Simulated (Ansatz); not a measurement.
**Fields on a plane of WC (WC type, space group P-6m2)**

```
WC
1.0
    2.92196     0.00000     0.00000
   -1.46098     2.53050     0.00000
    0.00000     0.00000     2.84728
W C
1 1
Direct
  0.00000   0.00000   0.00000
  0.66667   0.33333   0.50000
```

The slice is a (-1 2 -1 0) plane (indices of the conventional cell) through the point (0.000, 0.000, 0.000) (fractional), spanned by u = [001] and v = [210] in vectors of this cell: u (2.85 Å) and v (5.06 Å, at 90° to u). It covers one period; positions are fractions (u, v).

Atoms on it: W at (0.00, 0.00); C at (0.50, 0.33).

Computed with PBE (plane waves to 420 eV, PAW, scalar-relativistic; Ansatz, an electronic-structure program). k mesh 18×18×16. Near the nuclei the fields are pseudised (PAW); where an atom keeps semicore shells as valence, they peak there. Spin-orbit coupling is left out, though W is heavy. The PAW data are Ansatz's earlier set. WC is run without spin polarisation. WC was relaxed with its symmetry unable to fall.

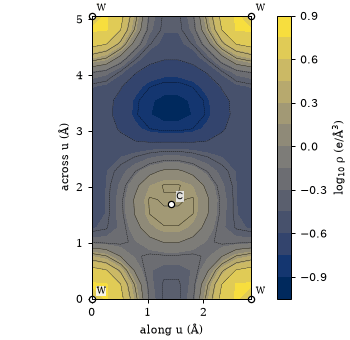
Fig. 1. Log₁₀ of the valence density in e/Å³, one period of the plane, atoms marked. The scale is logarithmic, as a density can span decades between atoms and voids.

```
|xxxx%%++::----::++%%xx|
|%%%%##::..::::..::##%%|
|##**--  ..::::..  --**|
|--::..  ........  ..::|
|====::..        ..::==|
|##**==..        ..==**|
|####==::        ::==##|
|****==::..    ..::==**|
|++====----====----====|
|----==**########**==--|
|::--++%%@@%%%%@@%%++--|
|::--##@@%%xxxx%%@@##--|
|::--##@@xxxxxxxx@@##--|
|::--##@@**xxxx**@@##--|
|..::**@@@@####@@@@**::|
|....::**@@@@@@@@**::..|
|**++----**%%%%**----++|
|%%%%##--::++++::--##%%|
|xxxx%%++::----::++%%xx|
|xxxx%%**::----::**%%xx|
```
Scale: ten equal steps from 0.06 (start of ' ') to 0.81 (end of '@'), in the order ' .:-=+*#%@'. Values: electron localisation function (ELF). The map has 11 points along u (two characters each, u = 0 at the left) and 20 along v (v = 0 in the bottom row). Points within 0.4 Å of a nucleus are blanked (x), as the pseudised field means little there.

- Density on the W–C line (2.21 Å) at its density minimum, 1.2 Å from W = 0.64 e/Å³
- ELF at that point = 0.4
